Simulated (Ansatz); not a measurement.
# CHFO (formyl fluoride) at RPA@PBE/STO-3G

Aim: the vertical ionisation energy of CHFO (formyl fluoride) at RPA@PBE/STO-3G, from 2 runs. 

The results are computed with Ansatz 0.2.0.

73 further runs of the same task are left out: 73 set aside as unsound or not needed.

**1. The structure to begin with**

CHFO: 4 atoms, total charge 0, spin state singlet. As SMILES, `O=CF`. Geometry: relaxed at GFN2-xTB.

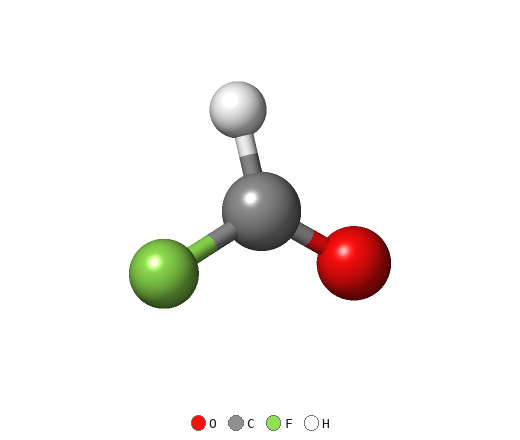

Viewed from a chosen angle; oxygen red, carbon grey, fluorine green, hydrogen white.

**2. A single-point energy at RPA@PBE/STO-3G**

molecule.yaml reads:

```yaml
crystal:
  periodic: [false, false, false]
  atoms:
    - symbol: O
      position_ang: [-0.889680, 0.196020, 0.829980]
    - symbol: C
      position_ang: [-0.049740, 0.073340, 0.022930]
    - symbol: F
      position_ang: [0.584370, -1.090860, -0.181350]
    - symbol: H
      position_ang: [0.355050, 0.821510, -0.671560]
basis:
  gaussian: {orbitals: STO-3G}
magnetization: {spin_polarized: false}
hamiltonian: {xc: {name: PBE}}
correlation: {method: rpa, frozen_orbitals: {C: 1, F: 1, H: 0, O: 1}}
accuracy: high
```

Run with:

```bash
$ ansatz run molecule.yaml --threads 1 --pin off --max-ram 2610MiB --events-out events.jsonl --progress --plain --runs-dir runs
```

The program printed:

```text
Warning: RAYON_NUM_THREADS=1 ignored (pool sized by the plan → 1); use --threads N
Functional definition: PBE
  name "PBE"
  parameter kappa = 0.804
  parameter beta = 0.06672455060314922
  exchange = pbe_x(kappa = kappa, mu = beta*pi^2/3)
  correlation = pbe_c(beta = beta)
273 factors; integrals over basis functions are off by at most 3.4e-8 eV
mean field evaluation 1: about -5727.5463 eV, gradient 2.7e1 eV
mean field evaluation 2: about -5727.4866 eV, gradient 2.7e1 eV
mean field evaluation 4: about -5729.2358 eV, gradient 9.4e0 eV
mean field evaluation 8: about -5729.4946 eV, gradient 8.5e-2 eV
mean field evaluation 16: about -5729.4946 eV, gradient 5.6e-8 eV
mean field -5729.49460191 eV, -210.5550430291 hartree, gradient 5.4e-8 eV, S^2 0.000000; 0 other end points of the search recorded, 0 dependent functions left out
3 core orbitals not correlated: weight in the atoms' cores, before any rotation towards them, 1.000 or more for the frozen orbitals, at most 0.000 for the correlated occupied ones
reference -5708.81767724 eV, -209.7951800630 hartree; 9, 9 occupied and 4, 4 virtual orbitals, 273 factors
Total energy: -5715.76337805 eV, -210.0504298599 hartree
```

Wall time 1.2 s (1 thread of Arm Neoverse V1, shared host).

**3. The doublet cation**

in.yaml reads:

```yaml
crystal:
  periodic: [false, false, false]
  atoms:
    - {symbol: O, position_ang: [-0.889680, 0.196020, 0.829980]}
    - {symbol: C, position_ang: [-0.049740, 0.073340, 0.022930]}
    - {symbol: F, position_ang: [0.584370, -1.090860, -0.181350]}
    - {symbol: H, position_ang: [0.355050, 0.821510, -0.671560]}
basis:
  gaussian:
    orbitals: STO-3G
correlation:
  method: rpa
  frozen_orbitals: {C: 1, F: 1, H: 0, O: 1}
accuracy: high
total_charge: 1
magnetization:
  spin_polarized: true
  initial_magnetization: 1
hamiltonian:
  xc: {name: PBE}
```

Run with:

```bash
$ ansatz run in.yaml --threads 1 --pin off --max-ram 2610MiB --events-out events.jsonl --progress --plain --runs-dir runs
```

The program printed:

```text
Warning: RAYON_NUM_THREADS=1 ignored (pool sized by the plan → 1); use --threads N
Functional definition: PBE
  name "PBE"
  parameter kappa = 0.804
  parameter beta = 0.06672455060314922
  exchange = pbe_x(kappa = kappa, mu = beta*pi^2/3)
  correlation = pbe_c(beta = beta)
273 factors; integrals over basis functions are off by at most 3.4e-8 eV
mean field evaluation 1: about -5717.8833 eV, gradient 1.8e1 eV
mean field evaluation 2: about -5717.8251 eV, gradient 1.8e1 eV
mean field evaluation 4: about -5712.9022 eV, gradient 3.6e1 eV
mean field evaluation 8: about -5719.8571 eV, gradient 3.0e-1 eV
mean field evaluation 16: about -5719.8572 eV, gradient 8.7e-5 eV
mean field evaluation 32: about -5719.7568 eV, gradient 1.5e0 eV
mean field evaluation 64: about -5719.4887 eV, gradient 1.9e0 eV
mean field -5719.85719649 eV, -210.2008749124 hartree, gradient 7.7e-8 eV, S^2 0.754385; 6 other end points of the search recorded, 0 dependent functions left out
3 core orbitals not correlated: weight in the atoms' cores, before any rotation towards them, 1.000 or more for the frozen orbitals, at most 0.000 for the correlated occupied ones
reference -5699.66361291 eV, -209.4587744036 hartree; 9, 8 occupied and 4, 5 virtual orbitals, 273 factors
Total energy: -5707.48017317 eV, -209.7460276949 hartree
```

It took 2.5 s on 1 thread of Arm Neoverse V1, shared host; peak memory 0.11 GiB.

**4. Summary of results**

Level: RPA@PBE/STO-3G, 3 core orbitals frozen.

| quantity | value |
| --- | --- |
| singlet CHFO: total energy | -210.05043 Eh |
| singlet CHFO: RPA correlation energy (valence) | -255.2 mEh |
| doublet cation: total energy | -209.74603 Eh |
| doublet cation: RPA correlation energy (valence) | -287.3 mEh |
| doublet cation: ⟨S²⟩ of the reference determinant | 0.754 |
| vertical ionisation energy (to the doublet cation) | 8.283 eV |

What this shows: The vertical ionisation energy comes to 8.28 eV (799 kJ/mol). In a minimal basis such a difference can be off by several eV, whatever the method.
